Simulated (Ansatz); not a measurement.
Al, as given below.

```xyz
4
Lattice="4.0148 0.0000 0.0000 0.0000 4.0148 0.0000 0.0000 0.0000 4.0148" Properties=species:S:1:pos:R:3 pbc="T T T"
Al    0.0000    0.0000    0.0000
Al    0.0000    2.0074    2.0074
Al    2.0074    0.0000    2.0074
Al    2.0074    2.0074    0.0000
```

It is based on the input geometry of an electronic-structure calculation (not necessarily at equilibrium).

Question: Where will the first 3 clear peaks of its X-ray PDF lie (peak width σ = 0.12 Å), and from which pairs do they come?

Answer: 1. 2.83 Å: Al–Al at 2.84 Å
2. 4.01 Å: Al–Al at 4.01 Å
3. 4.92 Å: Al–Al at 4.92 Å

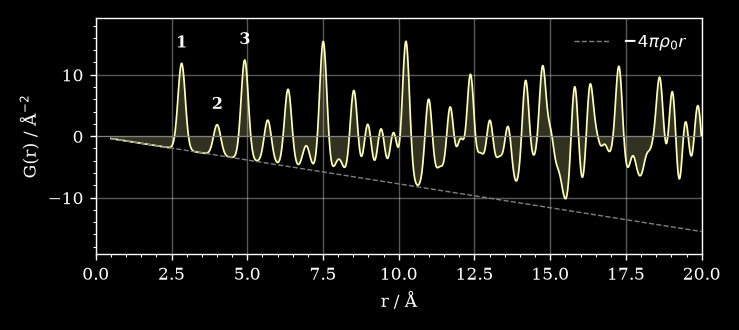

Computed X-ray G(r), with each pair weighted by the product of the atomic numbers (X-ray weights at Q = 0) and a uniform peak width σ = 0.12 Å. No termination ripples are included.
